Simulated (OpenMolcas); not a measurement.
**Property calculation, with input and output: PH₂F (part 2 of 2)**

The same run, continued: PH₂F (phosphinous fluoride(8ci,9ci)); M06-L/def-SVP, RKS (OpenMolcas 26.06). The atoms were displaced at random from an optimised geometry.

Geometry of the input (Å):
```
F  1.1356  0.5911  -0.3130
P  -0.0534  -0.4116  -0.4921
H  -1.0046  0.5118  -0.0750
H  0.0188  -0.8381  0.8569
```

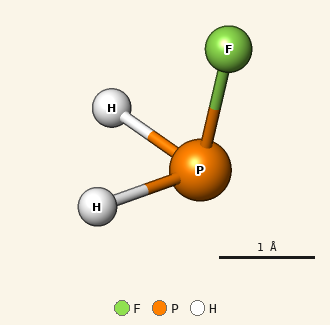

**Figure 1.** The structure (ball-and-stick view, seen at a tilt).

### The program's output, continued
```
    7   -1.1689    2.0000          1 F1     1s     ( 0.299),     2 F1     2s     ( 0.598),     3 F1     *s     ( 0.413),

    8   -0.6108    2.0000         16 P2     2s     ( 0.395),    17 P2     3s     ( 0.621),

    9   -0.4513    2.0000          4 F1     2px    (-0.269),     6 F1     2py    (-0.377),     7 F1     *py    ( 0.246),     8 F1     2pz    (-0.234),
                                  20 P2     3px    (-0.216),

   10   -0.4297    2.0000          4 F1     2px    (-0.263),     5 F1     *px    ( 0.180),     6 F1     2py    ( 0.336),     7 F1     *py    (-0.231),
                                   8 F1     2pz    (-0.250),     9 F1     *pz    ( 0.171),    38 H4     1s     ( 0.174),

   11   -0.4010    2.0000          4 F1     2px    ( 0.382),     5 F1     *px    (-0.264),     8 F1     2pz    (-0.443),     9 F1     *pz    ( 0.311),

   12   -0.3164    2.0000          4 F1     2px    ( 0.220),     5 F1     *px    (-0.167),     6 F1     2py    (-0.306),     7 F1     *py    ( 0.232),
                                   8 F1     2pz    ( 0.202),     9 F1     *pz    (-0.154),    23 P2     3py    (-0.174),    33 H3     1s     (-0.296),
                                  38 H4     1s     ( 0.299),    39 H4     *s     ( 0.153),

   13   -0.2517    2.0000          8 F1     2pz    ( 0.278),     9 F1     *pz    (-0.224),    16 P2     2s     (-0.202),    17 P2     3s     (-0.309),
                                  18 P2     *s     (-0.378),    24 P2     *py    ( 0.204),    26 P2     3pz    ( 0.286),    27 P2     *pz    ( 0.310),
                                  33 H3     1s     ( 0.198),    38 H4     1s     ( 0.201),

   14   -0.0285    0.0000          3 F1     *s     (-0.409),    21 P2     *px    ( 0.786),    24 P2     *py    ( 0.427),

   15    0.0138    0.0000         21 P2     *px    (-0.606),    24 P2     *py    ( 0.712),    27 P2     *pz    (-0.502),    34 H3     *s     (-0.807),
                                  39 H4     *s     ( 0.814),

   16    0.0957    0.0000         17 P2     3s     (-0.668),    18 P2     *s     (-1.203),    27 P2     *pz    (-0.863),    34 H3     *s     ( 1.229),
                                  39 H4     *s     ( 1.133),

   17    0.3312    0.0000         17 P2     3s     ( 2.133),    18 P2     *s     (-3.692),

   18    0.3365    0.0000         34 H3     *s     ( 1.256),    39 H4     *s     (-0.963),

   19    0.4527    0.0000         29 P2     *d1-   ( 0.505),    30 P2     *d0    ( 0.407),    31 P2     *d1+   (-0.561),

--

++    Molecular charges:
      ------------------

      Mulliken charges per centre and basis function type
      ---------------------------------------------------

                F1      P2      H3      H4
      1s       1.9905  1.9994  0.7880  0.7763
      2s       1.1511  1.9887  0.0000  0.0000
      2px      1.0690  1.9731  0.0000  0.0000
      2pz      1.1739  1.9773  0.0000  0.0000
      2py      1.0929  1.9754  0.0000  0.0000
      3s       0.0000  1.2305  0.0000  0.0000
      3px      0.0000  0.3773  0.0000  0.0000
      3pz      0.0000  0.5572  0.0000  0.0000
      3py      0.0000  0.4730  0.0000  0.0000
      *s       0.8002  0.4921  0.2153  0.2275
      *px      0.6690  0.2380  0.0063  0.0024
      *pz      0.7467  0.6527  0.0056  0.0111
      *py      0.6878  0.4257  0.0067  0.0044
      *d2+     0.0017  0.0415  0.0000  0.0000
      *d1+     0.0011  0.0297  0.0000  0.0000
      *d0      0.0009  0.0412  0.0000  0.0000
      *d1-     0.0008  0.0323  0.0000  0.0000
      *d2-     0.0026  0.0632  0.0000  0.0000
      Total    9.3882 14.5682  1.0219  1.0217

      N-E     -0.3882  0.4318 -0.0219 -0.0217

      Total electronic charge=   26.000000

      Total            charge=   -0.000000
--

++    Molecular properties:
      ---------------------

      Charge (e):
                      =   -0.0000
      Dipole Moment (debye):
      Origin of the operator (angstrom)=    0.3641   -0.0355   -0.3924
                   X= -1.1492E+00               Y= -5.1832E-01               Z=  4.2503E-01           Total=  1.3304E+00
      Quadrupole Moment (debye*angstrom):
      Origin of the operator (angstrom)=    0.3641   -0.0355   -0.3924
                  XX= -1.8432E+01              XY= -6.0104E-01              XZ= -4.9028E-01              YY= -1.9244E+01
                  YZ= -9.9179E-01              ZZ= -1.9037E+01
      In traceless form (debye*angstrom)
                  XX=  7.0834E-01              XY= -9.0157E-01              XZ= -7.3542E-01              YY= -5.0935E-01
                  YZ= -1.4877E+00              ZZ= -1.9899E-01
--

--- Stop Module: scf /rc=_RC_ALL_IS_WELL_ ---
--- Module scf spent 3 seconds ---

--- Start Module: localisation ---

                                           &LOCALISATION

                       available to each process: 1.9 GB of memory, 1 thread

 Header from vector file:

* RKS-DFT orbitals / M06L

 Pipek-Mezey localisation
 Convergence threshold:   1.0000E-06 (functional)
 Convergence threshold:   1.0000E-02 (gradient)
 Screening threshold  :   1.0000E-10 (orbital rotations)
 Frozen orbitals      :      0
 Orbitals to localise :     13

 CPU  time for localisation procedure:      0.00 seconds

++    Molecular orbitals:
      -------------------

      Title: Final localised MO's

      Molecular orbitals for symmetry species 1: a

      Basis set list:
        1 F1     1s                 10 F1     *d2-               19 P2     2px                28 P2     *d2-               37 H3     *pz
        2 F1     2s                 11 F1     *d1-               20 P2     3px                29 P2     *d1-               38 H4     1s
        3 F1     *s                 12 F1     *d0                21 P2     *px                30 P2     *d0                39 H4     *s
        4 F1     2px                13 F1     *d1+               22 P2     2py                31 P2     *d1+               40 H4     *px
        5 F1     *px                14 F1     *d2+               23 P2     3py                32 P2     *d2+               41 H4     *py
        6 F1     2py                15 P2     1s                 24 P2     *py                33 H3     1s                 42 H4     *pz
        7 F1     *py                16 P2     2s                 25 P2     2pz                34 H3     *s
        8 F1     2pz                17 P2     3s                 26 P2     3pz                35 H3     *px
        9 F1     *pz                18 P2     *s                 27 P2     *pz                36 H3     *py

  Index Energy  Occupation Coefficients ...

    1    0.0000    2.0000         19 P2     2px    (-0.568),    22 P2     2py    ( 0.751),

    2    0.0000    2.0000          1 F1     1s     ( 0.968),

    3    0.0000    2.0000         19 P2     2px    ( 0.783),    22 P2     2py    ( 0.554),

    4    0.0000    2.0000         16 P2     2s     (-1.083),

    5    0.0000    2.0000         25 P2     2pz    ( 0.933),

    6    0.0000    2.0000         15 P2     1s     (-0.982),

    7    0.0000    2.0000          1 F1     1s     ( 0.370),     2 F1     2s     ( 0.599),     3 F1     *s     ( 0.451),

    8    0.0000    2.0000         23 P2     3py    (-0.229),    33 H3     1s     (-0.456),

    9    0.0000    2.0000          4 F1     2px    (-0.409),     5 F1     *px    ( 0.261),     6 F1     2py    (-0.351),     7 F1     *py    ( 0.222),

   10    0.0000    2.0000          4 F1     2px    (-0.344),     5 F1     *px    ( 0.247),     6 F1     2py    ( 0.467),     7 F1     *py    (-0.334),
                                   8 F1     2pz    (-0.298),

   11    0.0000    2.0000          8 F1     2pz    ( 0.579),     9 F1     *pz    (-0.416),

   12    0.0000    2.0000         26 P2     3pz    ( 0.300),    27 P2     *pz    ( 0.269),    38 H4     1s     ( 0.452),

   13    0.0000    2.0000         17 P2     3s     (-0.642),    18 P2     *s     (-0.401),

   14   -0.0285    0.0000          3 F1     *s     (-0.409),    21 P2     *px    ( 0.786),    24 P2     *py    ( 0.427),

   15    0.0138    0.0000         21 P2     *px    (-0.606),    24 P2     *py    ( 0.712),    27 P2     *pz    (-0.502),    34 H3     *s     (-0.807),
                                  39 H4     *s     ( 0.814),

   16    0.0957    0.0000         17 P2     3s     (-0.668),    18 P2     *s     (-1.203),    27 P2     *pz    (-0.863),    34 H3     *s     ( 1.229),
                                  39 H4     *s     ( 1.133),

   17    0.3312    0.0000         17 P2     3s     ( 2.133),    18 P2     *s     (-3.692),

   18    0.3365    0.0000         34 H3     *s     ( 1.256),    39 H4     *s     (-0.963),

   19    0.4527    0.0000         29 P2     *d1-   ( 0.505),    30 P2     *d0    ( 0.407),    31 P2     *d1+   (-0.561),

   20    0.4926    0.0000         24 P2     *py    ( 0.420),    27 P2     *pz    ( 0.450),    33 H3     1s     (-0.757),    34 H3     *s     ( 0.476),
                                  38 H4     1s     (-0.768),    39 H4     *s     ( 0.462),

   21    0.5103    0.0000         31 P2     *d1+   ( 0.411),    32 P2     *d2+   ( 0.736),    39 H4     *s     ( 0.400),

   22    0.5202    0.0000         18 P2     *s     (-1.024),    24 P2     *py    (-0.524),    27 P2     *pz    (-0.536),    29 P2     *d1-   ( 0.528),

   23    0.5582    0.0000         20 P2     3px    (-0.962),    21 P2     *px    ( 0.985),    23 P2     3py    (-0.778),    24 P2     *py    ( 0.649),

   24    0.6322    0.0000         20 P2     3px    (-0.604),    21 P2     *px    ( 0.858),    23 P2     3py    ( 0.846),    24 P2     *py    (-1.147),
                                  26 P2     3pz    (-0.671),    27 P2     *pz    ( 0.963),    34 H3     *s     ( 0.995),    39 H4     *s     (-1.185),

   25    0.6583    0.0000         18 P2     *s     (-2.677),    27 P2     *pz    (-1.793),    34 H3     *s     ( 1.547),

   26    0.8956    0.0000         29 P2     *d1-   ( 0.515),    30 P2     *d0    (-0.841),    33 H3     1s     (-0.578),    38 H4     1s     ( 0.908),

   27    0.9120    0.0000          5 F1     *px    ( 0.539),    18 P2     *s     (-0.547),    28 P2     *d2-   ( 1.061),    33 H3     1s     ( 0.783),

   28    1.1986    0.0000          2 F1     2s     ( 0.722),     3 F1     *s     (-0.969),     4 F1     2px    (-0.599),     5 F1     *px    (-0.645),
                                   6 F1     2py    (-0.518),     7 F1     *py    (-0.551),    17 P2     3s     (-0.528),    18 P2     *s     ( 0.766),

   29    1.2398    0.0000          4 F1     2px    (-0.462),     5 F1     *px    (-0.610),     6 F1     2py    ( 0.602),     7 F1     *py    ( 0.801),
                                   8 F1     2pz    (-0.438),     9 F1     *pz    (-0.581),

   30    1.2477    0.0000          8 F1     2pz    ( 0.762),     9 F1     *pz    ( 1.037),

   31    1.5032    0.0000         32 P2     *d2+   ( 0.350),    35 H3     *px    ( 0.525),    36 H3     *py    ( 0.481),    40 H4     *px    (-0.528),
                                  41 H4     *py    (-0.486),

   32    1.5355    0.0000         36 H3     *py    (-0.322),    37 H3     *pz    ( 0.614),    40 H4     *px    ( 0.495),    41 H4     *py    (-0.525),

   33    1.6114    0.0000          2 F1     2s     ( 1.063),     3 F1     *s     (-1.590),

   34    1.6737    0.0000         21 P2     *px    (-0.357),    31 P2     *d1+   (-0.401),    36 H3     *py    ( 0.360),    37 H3     *pz    (-0.586),
                                  40 H4     *px    ( 0.686),

   35    1.8453    0.0000          2 F1     2s     ( 1.425),     3 F1     *s     (-2.646),    18 P2     *s     ( 2.091),

   36    2.2072    0.0000         18 P2     *s     ( 0.821),    27 P2     *pz    ( 0.637),    30 P2     *d0    ( 0.693),    39 H4     *s     (-0.786),
                                  42 H4     *pz    ( 1.271),

   37    2.2341    0.0000         18 P2     *s     (-0.641),    20 P2     3px    ( 0.470),    23 P2     3py    (-0.495),    28 P2     *d2-   ( 0.612),
                                  33 H3     1s     ( 0.658),    34 H3     *s     ( 0.765),    35 H3     *px    ( 0.939),    36 H3     *py    (-0.935),

   38    3.0689    0.0000         11 F1     *d1-   ( 0.616),    12 F1     *d0    ( 0.473),    13 F1     *d1+   (-0.560),

   39    3.0732    0.0000         10 F1     *d2-   ( 0.408),    11 F1     *d1-   (-0.458),    12 F1     *d0    ( 0.720),

   40    3.1716    0.0000         13 F1     *d1+   ( 0.437),    14 F1     *d2+   ( 0.824),

   41    3.1872    0.0000         11 F1     *d1-   ( 0.560),    13 F1     *d1+   ( 0.618),    14 F1     *d2+   (-0.542),    18 P2     *s     ( 0.493),

   42    3.5813    0.0000          3 F1     *s     (-1.154),     5 F1     *px    ( 0.611),    10 F1     *d2-   (-0.904),

--

--- Stop Module: localisation /rc=_RC_ALL_IS_WELL_ ---

.##################.
.# Happy landing! #.
.##################.

    Timing: Wall=5.55 User=4.57 System=0.91
```

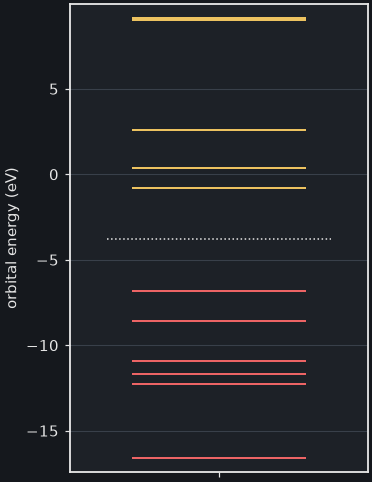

**Figure 2.** Orbital energies near the frontier; the dotted line parts filled from empty levels, and levels within 0.02 eV of each other stand side by side. Highest filled −6.85 eV, lowest empty −0.78 eV, 6.07 eV apart.

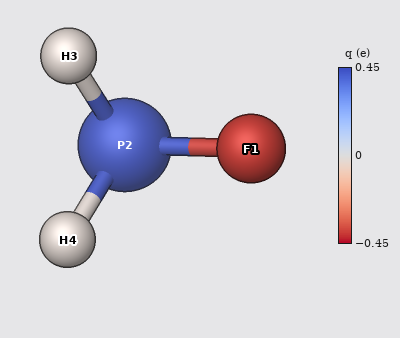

**Figure 3.** Mulliken charges, as the colour of each atom (ball-and-stick view, seen on its broad side; atoms are numbered from 1 in the order of the input). By element: F −0.39, P +0.43 and H −0.02 e.

### Results in brief

```csv
quantity,value
outcome,converged
total energy,−442.185835 hartree
basis functions,42
HOMO,−6.85 eV
LUMO,−0.78 eV
dipole moment,1.33 debye
hardware,"1 thread of AMD EPYC (Zen 3), 64 GiB of memory available, shared host"
wall time,6 s
peak memory,0.19 GiB
```
